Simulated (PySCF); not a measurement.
# SiF3 (trifluorosilyl): levels of theory compared

Wanted: a comparison of 6 runs (UHF/STO-3G, UHF/3-21G, UB3LYP/6-31G*, U-wB97X/aug-cc-pVDZ, UB2PLYP/aug-cc-pVDZ, USCS-MP2/aug-cc-pVDZ) of SiF3 (trifluorosilyl). The job is set up through a Python script.

The results are computed with PySCF 2.14.0.

2 further runs of the same task are left out: 2 set aside as unsound or not needed.

### Step 1. The system as given

SiF3 has 4 atoms, charge 0, and is taken as a doublet. As SMILES, `F[Si](F)F`. The coordinates come from a PBE0-D4/def2-TZVP relaxation.

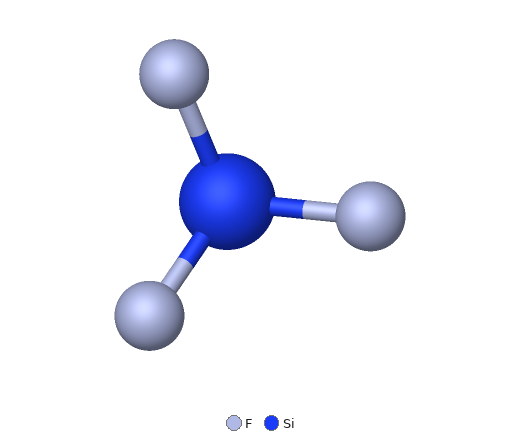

The structure, seen from a chosen angle (fluorine light blue, silicon blue).

### Step 2. The energy at UHF/STO-3G (run 1)

File input.py:

```python
# F[Si](F)F
from pyscf import gto, scf

system = gto.Mole()
system.atom = '''
F    0.784850  -0.507040   1.151700
Si  -0.282750   0.213060   0.234280
F   -0.994260  -0.892250  -0.644340
F    0.492160   1.186230  -0.741640
'''
system.spin = 1
system.basis = 'sto-3g'
system.max_memory = 1860
system.verbose = 4
system.build()

myscf = scf.UHF(system)
myscf.conv_tol = 1e-10
myscf.kernel()
if not myscf.converged:
    myscf = myscf.newton().run(myscf.mo_coeff, myscf.mo_occ)

e_tot = myscf.e_tot
print('E(%s) = %.9f' % ('HF', e_tot))
```

The run is started by

```sh
$ OMP_NUM_THREADS=1 python input.py
```

Standard output:

```text
PySCF version 2.14.0

[... 80 lines left out ...]
converged SCF energy = -579.72549305618  <S^2> = 0.75735251  2S+1 = 2.007339
E(HF) = -579.725493056
```

Run time: 0.62 s. Hardware: 1 thread of Arm Neoverse V1, shared host; peak memory 0.1 GiB.

### Step 3. The energy at UHF/3-21G (run 2)

File calc.py:

```python
from pyscf import gto, scf

molecule = gto.Mole()
molecule.atom = '''
F      1.483152    -0.958167     2.176398
Si    -0.534320     0.402625     0.442725
F     -1.878879    -1.686108    -1.217626
F      0.930048     2.241650    -1.401496
'''
molecule.spin = 1
molecule.charge = 0
molecule.verbose = 3
molecule.unit = 'bohr'
molecule.max_memory = 1860
molecule.basis = '3-21g'
molecule.build()

mf = scf.UHF(molecule)
mf.conv_tol = 1e-10
mf.kernel()
if not mf.converged:
    mf = mf.newton().run(mf.mo_coeff, mf.mo_occ)

e_final = mf.e_tot
print('E = %.10f Eh' % e_final)
```

The run is started by

```sh
$ OMP_NUM_THREADS=1 python calc.py
```

Standard output:

```text
converged SCF energy = -584.240396780658  <S^2> = 0.75258092  2S+1 = 2.0025793
E = -584.2403967807 Eh
```

It took 0.68 s on 1 thread of Arm Neoverse V1, shared host; peak memory 0.1 GiB.

Runs 3 to 5 aren't shown in full; the table further down has their settings and results.

### Step 4. The energy at USCS-MP2/aug-cc-pVDZ (run 6)

File calc.py:

```python
# F[Si](F)F
from pyscf import gto, scf, mp

mol = gto.Mole()
mol.atom = '''
F        0.784850      -0.507040       1.151700
Si      -0.282750       0.213060       0.234280
F       -0.994260      -0.892250      -0.644340
F        0.492160       1.186230      -0.741640
'''
mol.verbose = 4
mol.spin = 1
mol.basis = 'aug-cc-pvdz'
mol.charge = 0
mol.max_memory = 1860
mol.build()

calc0 = scf.UHF(mol)
calc0.conv_tol = 1e-10
calc0.kernel()
if not calc0.converged:
    calc0 = calc0.newton().run(calc0.mo_coeff, calc0.mo_occ)

pt = mp.MP2(calc0, frozen=8).run()
etot = calc0.e_tot + 1.2 * pt.e_corr_os + pt.e_corr_ss / 3
print('Final energy', etot)
```

The run is started by

```sh
$ OMP_NUM_THREADS=1 python calc.py
```

Standard output:

```text
PySCF version 2.14.0

[... 88 lines left out ...]
converged SCF energy = -587.429165468177  <S^2> = 0.7518771  2S+1 = 2.0018762
[... 1 line left out ...]
******** <class 'pyscf.mp.ump2.UMP2'> ********
nocc = (np.int64(13), np.int64(12)), nmo = (88, 88)
frozen orbitals 8
E(UMP2) = -588.116128059453  E_corr = -0.68696259127593
E(SCS-UMP2) = -588.087519732081  E_corr = -0.658354263903558
E_corr(same-spin) = -0.191539437262567
E_corr(oppo-spin) = -0.495423154013363
Final energy -588.0875197320806
```

Wall time 4.2 s (1 thread of Arm Neoverse V1, shared host); peak memory 0.25 GiB.

### Step 5. The series

```csv
run,level,integration grid,frozen core orbitals,energy (Eh),dipole moment (D) of the reference,HOMO energy (eV),LUMO energy (eV),wall time
1,UHF/STO-3G,–,–,-579.725493,1.60,-6.84,5.47,0.62 s
2,UHF/3-21G,–,–,-584.240397,2.36,-11.22,0.17,0.68 s
3,UB3LYP/6-31G* (spherical functions),5,–,-589.129545,1.19,-7.22,-3.64,13 s
4,U-wB97X/aug-cc-pVDZ,5,–,-589.103031,1.20,-10.27,-2.51,32 s
5,UB2PLYP/aug-cc-pVDZ,5,8,-588.864989,1.37,-9.29,-2.37,26 s
6,USCS-MP2/aug-cc-pVDZ,–,8,-588.087520,1.50,-11.69,0.07,4.2 s
```

### Step 6. Outcome

```
                                                         quantity          value
                                              run 6: total energy  -588.08752 Eh
                      run 6: dipole moment (Hartree–Fock density)         1.50 D
run 6: HOMO energy (Hartree–Fock orbitals) (highest over α and β)      -11.69 eV
 run 6: LUMO energy (Hartree–Fock orbitals) (lowest over α and β)        0.07 eV
               run 6: correlation energy (8 core orbitals frozen)     -658.4 mEh
                         run 6: ⟨S²⟩ of the reference determinant          0.752
```

Over runs 1, 2, 3, 4, 5 the dipole moment (its size) runs from 1.19 D (UB3LYP/6-31G*) to 2.36 D (UHF/3-21G). The two ends differ in method and basis. Totals of different functionals can't be ranked against each other. In run 1 the basis is minimal, so the values are rough. All runs together took 76 s, the longest 32 s.
